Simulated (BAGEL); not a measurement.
# UHF/3-21G (density fitting with qzvpp-jkfit) run of CH5OSi (SMILES [CH2][SiH2]O)

Aim: the vertical ionisation energy of CH5OSi at UHF/3-21G (density fitting with qzvpp-jkfit), from 2 runs. 

Program for the calculation: BAGEL 1.2.2.

3 further runs of the same task are left out: 1 that didn't finish, 2 set aside as unsound or not needed. Runs told in other sessions of the task aren't counted.

## 1. The molecule

The species is CH5OSi (8 atoms), meant as a doublet with charge 0. As SMILES, `[CH2][SiH2]O`. The shape is that of a PBE0-D4/def2-TZVP optimisation. This is one conformer, not always the lowest.

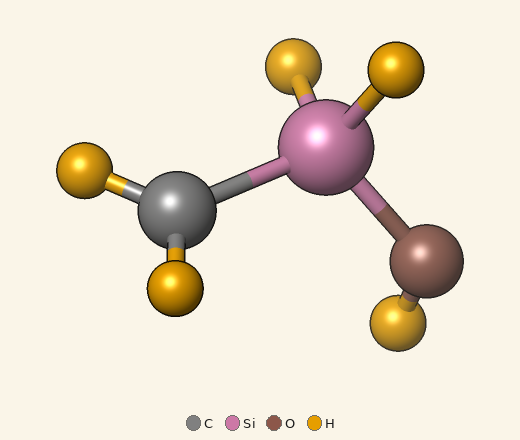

The structure, seen from a chosen angle (carbon grey, silicon pink, oxygen brown, hydrogen amber).

## 2. A single-point energy at UHF/3-21G (density fitting with qzvpp-jkfit)

calc.json

```json
{ "bagel": [

{
  "title": "molecule",
  "basis": "3-21g",
  "df_basis": "qzvpp-jkfit",
  "angstrom": true,
  "geometry": [
    { "atom": "C", "xyz": [   -0.861500,    0.517800,   -0.791400 ] },
    { "atom": "Si", "xyz": [    0.654000,   -0.005200,    0.111100 ] },
    { "atom": "O", "xyz": [    0.302800,   -0.724400,    1.554400 ] },
    { "atom": "H", "xyz": [   -0.970800,    0.416800,   -1.867000 ] },
    { "atom": "H", "xyz": [   -1.703100,    0.991500,   -0.293300 ] },
    { "atom": "H", "xyz": [    1.495600,    1.161100,    0.480600 ] },
    { "atom": "H", "xyz": [    1.431000,   -0.912300,   -0.779800 ] },
    { "atom": "H", "xyz": [   -0.255800,   -1.502300,    1.529400 ] }
  ]
},
{
  "title": "uhf",
  "nopen": 1
},
{
  "title": "print",
  "file": "orbitals.molden",
  "orbitals": true
}

]}
```

Launch:

```
$ BAGEL_NUM_THREADS=1 BAGEL calc.json > calc.out
```

Output:

```text
* using 1 threads per process

  ===============================================================
  ===============================================================

  *** Geometry ***

  { "atom" : "C", "xyz" : [     -1.627999,      0.978500,     -1.495529 ] },
  { "atom" : "Si", "xyz" : [      1.235881,     -0.009827,      0.209949 ] },
  { "atom" : "O", "xyz" : [      0.572209,     -1.368918,      2.937390 ] },
  { "atom" : "H", "xyz" : [     -1.834546,      0.787638,     -3.528119 ] },
  { "atom" : "H", "xyz" : [     -3.218393,      1.873663,     -0.554257 ] },
  { "atom" : "H", "xyz" : [      2.826274,      2.194161,      0.908202 ] },
  { "atom" : "H", "xyz" : [      2.704198,     -1.723997,     -1.473608 ] },
  { "atom" : "H", "xyz" : [     -0.483392,     -2.838936,      2.890147 ] },

  Number of auxiliary basis functions:      370

  Since a DF basis is specified, we compute 2- and 3-index integrals:
    o Being stored without compression. Storage requirement is 0.005 GB

  Number of basis functions:       41
  Number of electrons      :       33

    * METHOD: MOLECULE                             0.06

  *** Open-shell HF ***

  === Nuclear Repulsion ===
   108.9327533291

      * DIIS with orbital gradients will be used.

  === UHF iteration (3-21g) ===
      0       -402.27407088          0.05782390           0.02
      1       -402.36156700          0.03231767           0.02
      2       -402.38277952          0.01992193           0.02
      3       -402.39361227          0.00114019           0.02
      4       -402.39392003          0.00029124           0.02
      5       -402.39398391          0.00013496           0.02
      6       -402.39401578          0.00003885           0.02
      7       -402.39402198          0.00001360           0.02
      8       -402.39402308          0.00000484           0.02
      9       -402.39402323          0.00000191           0.02
     10       -402.39402325          0.00000085           0.02
     11       -402.39402326          0.00000036           0.02
     12       -402.39402326          0.00000016           0.02
     13       -402.39402326          0.00000004           0.02
     14       -402.39402326          0.00000001           0.02
     15       -402.39402326          0.00000001           0.02
    * SCF iteration converged.

    * S^2 (UHF) is 0.7609

    * Permanent dipole moment:
           (    0.590543,     0.342767,     0.574430) a.u.

    * METHOD: UHF                                  0.33

    * METHOD: PRINT                                0.00

  ===============================================================
```

Run time: 0.54 s. Hardware: 1 thread of Intel Xeon 6975P-C (Granite Rapids), shared host.

## 3. The singlet cation at the same level

input.json

```json
{ "bagel": [

{
  "title": "molecule",
  "basis": "3-21g",
  "df_basis": "qzvpp-jkfit",
  "angstrom": true,
  "geometry": [
    { "atom": "C", "xyz": [      -0.861500,       0.517800,      -0.791400 ] },
    { "atom": "Si", "xyz": [       0.654000,      -0.005200,       0.111100 ] },
    { "atom": "O", "xyz": [       0.302800,      -0.724400,       1.554400 ] },
    { "atom": "H", "xyz": [      -0.970800,       0.416800,      -1.867000 ] },
    { "atom": "H", "xyz": [      -1.703100,       0.991500,      -0.293300 ] },
    { "atom": "H", "xyz": [       1.495600,       1.161100,       0.480600 ] },
    { "atom": "H", "xyz": [       1.431000,      -0.912300,      -0.779800 ] },
    { "atom": "H", "xyz": [      -0.255800,      -1.502300,       1.529400 ] }
  ]
},

{ "title": "hf", "charge": 1 },

{ "title": "print", "file": "orbitals.molden", "orbitals": true }

]}
```

Launch:

```
$ BAGEL_NUM_THREADS=1 BAGEL input.json > input.out
```

Output:

```text
* using 1 threads per process

  ===============================================================
  ===============================================================

  *** Geometry ***

  { "atom" : "C", "xyz" : [     -1.627999,      0.978500,     -1.495529 ] },
  { "atom" : "Si", "xyz" : [      1.235881,     -0.009827,      0.209949 ] },
  { "atom" : "O", "xyz" : [      0.572209,     -1.368918,      2.937390 ] },
  { "atom" : "H", "xyz" : [     -1.834546,      0.787638,     -3.528119 ] },
  { "atom" : "H", "xyz" : [     -3.218393,      1.873663,     -0.554257 ] },
  { "atom" : "H", "xyz" : [      2.826274,      2.194161,      0.908202 ] },
  { "atom" : "H", "xyz" : [      2.704198,     -1.723997,     -1.473608 ] },
  { "atom" : "H", "xyz" : [     -0.483392,     -2.838936,      2.890147 ] },

  Number of auxiliary basis functions:      370

  Since a DF basis is specified, we compute 2- and 3-index integrals:
    o Being stored without compression. Storage requirement is 0.005 GB

  Number of basis functions:       41
  Number of electrons      :       33

    * METHOD: MOLECULE                             0.06

  *** RHF ***

  === Nuclear Repulsion ===
   108.9327533291

      * DIIS with orbital gradients will be used.

  === RHF iteration (3-21g) ===
      0       -401.91220750          0.03042745           0.01
      1       -402.01248663          0.01946323           0.01
      2       -402.05628915          0.00223802           0.01
      3       -402.05759441          0.00054861           0.01
      4       -402.05770184          0.00022421           0.01
      5       -402.05772962          0.00005333           0.01
      6       -402.05773116          0.00002081           0.01
      7       -402.05773138          0.00000693           0.01
      8       -402.05773141          0.00000190           0.01
      9       -402.05773141          0.00000060           0.01
     10       -402.05773141          0.00000031           0.01
     11       -402.05773141          0.00000010           0.01
     12       -402.05773141          0.00000004           0.01
     13       -402.05773141          0.00000002           0.01
     14       -402.05773141          0.00000001           0.01
    * SCF iteration converged.

    * Permanent dipole moment:
           (    1.838996,    -0.585638,     2.089345) a.u.

    * METHOD: HF                                   0.18

    * METHOD: PRINT                                0.00

  ===============================================================
```

It took 0.38 s on 1 thread of Intel Xeon 6975P-C (Granite Rapids), shared host.

## 4. Outcome

Level: UHF/3-21G (density fitting with qzvpp-jkfit).

| quantity | value |
| --- | --- |
| doublet CH5OSi: total energy | -402.39402 Eh |
| doublet CH5OSi: dipole moment | 2.27 D |
| doublet CH5OSi: ⟨S²⟩ | 0.761 |
| singlet cation: total energy | -402.05773 Eh |
| singlet cation: HOMO energy | -17.70 eV |
| singlet cation: LUMO energy | -7.65 eV |
| singlet cation: HOMO–LUMO gap | 10.05 eV |
| vertical ionisation energy (to the singlet cation) | 9.151 eV |

**Reading.** Removing an electron at fixed nuclei costs 9.15 eV (883 kJ/mol).
